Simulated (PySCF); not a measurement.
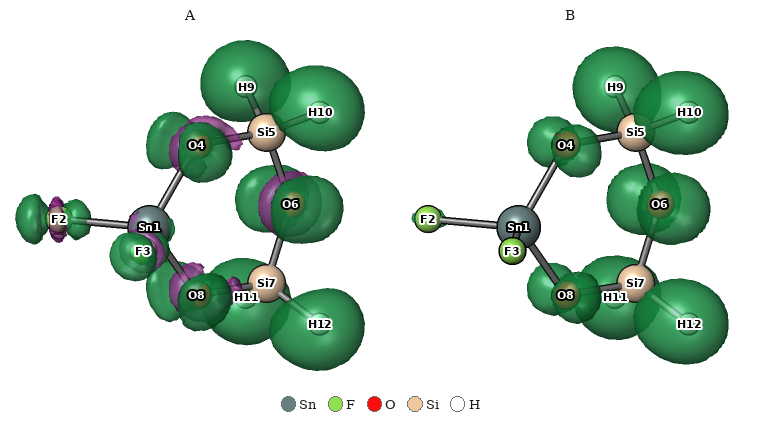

Figure. (F)2Sn(OSiH2)2O (F$_{2}$H$_{4}$O$_{3}$Si$_{2}$Sn). The Fukui function f⁻ from two separate SCF calculations and the density of the HOMO, at ±0.015 e/Å³ (green positive, purple negative).

PySCF calculation, PBE0/def2-SVPD, gas phase; geometry: GFN2-xTB. Core potentials replace the inner electrons of Sn; spin–orbit coupling isn't included. No frequency check shows the geometry to be a minimum. GFN2-xTB bond lengths at metals and heavier atoms can be off by up to 0.1 Å and shapes distorted, which carries into these values.

Input

```python
import numpy as np
from pyscf import gto, scf, dft
from pyscf.scf import atom_ks, atom_hf
from scipy.linalg import block_diag

def solve(mol, dm0=None, hcore=None):
    mf = (dft.UKS if mol.spin else dft.RKS)(mol, xc='pbe0')
    mf.grids.level = 3
    mf = mf.density_fit(auxbasis='def2-universal-jkfit')
    mf.conv_tol, mf.max_cycle = 1e-8, 80
    if hcore is not None:
        mf.get_hcore = lambda *args: hcore
    mf.kernel(dm0)
    if not mf.converged:
        mf = mf.newton().run(mf.mo_coeff, mf.mo_occ, max_cycle=30)
    assert mf.converged, 'SCF not converged'
    return mf

mol = gto.M(atom='''
Sn     0.91541     0.00002    -0.00129
F      2.00936     0.00099     1.52745
F      2.06677    -0.00090    -1.48542
O     -0.17987     1.51036    -0.02160
Si    -1.83737     1.51746    -0.00011
O     -2.40628     0.00000    -0.00081
Si    -1.83722    -1.51758     0.00058
O     -0.17972    -1.51033    -0.02092
H     -2.20941     2.11669     1.26953
H     -2.23307     2.12579    -1.25739
H     -2.20920    -2.11627     1.27050
H     -2.23286    -2.12652    -1.25642
''', basis='def2-svpd', ecp={'Sn': 'def2-svpd'}, charge=0, spin=0, verbose=4)
mf = solve(mol)
out = dict(e0=mf.e_tot, dm0=mf.make_rdm1(), c=mf.mo_coeff, occ=mf.mo_occ, eps=mf.mo_energy)
for name, dq, spin in [('cation', 1, 1), ('anion', -1, 1)]:
    ion = mol.copy().set(charge=mol.charge + dq, spin=spin).build()
    mi = solve(ion)
    if spin and dq > 0 and mol.nao < 130:
        c, _, stable, _ = mi.stability(return_status=True)
        if not stable:
            mi = solve(ion, mi.make_rdm1(c, mi.mo_occ))
    print(name, 'vertical energy change / eV', (mi.e_tot - mf.e_tot) * 27.211386)
    out.update({'e_' + name: mi.e_tot, 'dm_' + name: mi.make_rdm1(), 's2_' + name: mi.spin_square()[0], 'eps_' + name: mi.mo_energy, 'occ_' + name: mi.mo_occ})
# spherically averaged free atoms, for the promolecule
atom_ks.AtomSphAverageRKS.init_guess_by_vsap = lambda self, mol=None: self.init_guess_by_minao(mol)  # core potentials
atm = atom_ks.get_atm_nrks(mol, xc='pbe0')
pro = block_diag(*[(atm[a[0]][2] * atm[a[0]][3]) @ atm[a[0]][2].T for a in mol._atom])
np.savez('result.npz', pro=pro, **out)
```

Launched as:

```sh
OMP_NUM_THREADS=1 python input.py
```

The run took 8 min on 1 thread of Intel(R) Xeon(R) Processor @ 2.50GHz (Skylake/Cascade Lake), with other jobs on the host, peak memory 1.4 GiB.

Partitions, critical points and surface values were worked out afterwards from this run's density.

Question: Which panel is which, and how good is the frozen-orbital picture?

Answer: A is f⁻ (it has negative regions), B the HOMO density. The HOMO lies on O6 (20 %), Si5 and Si7 (13 % each) and H9, H10, H11 and H12 (10 % each); f⁻ (Hirshfeld-condensed) is largest on Si5 and Si7 (0.12 each), H9 and H11 (0.11 each) and H10 and H12 (0.11 each); the vertical ionisation energy is 10.90 eV (the stability of the cation's solution wasn't checked). Relaxation shifts 13 % of the electron between atoms. The orbital energy is −9.02 eV.
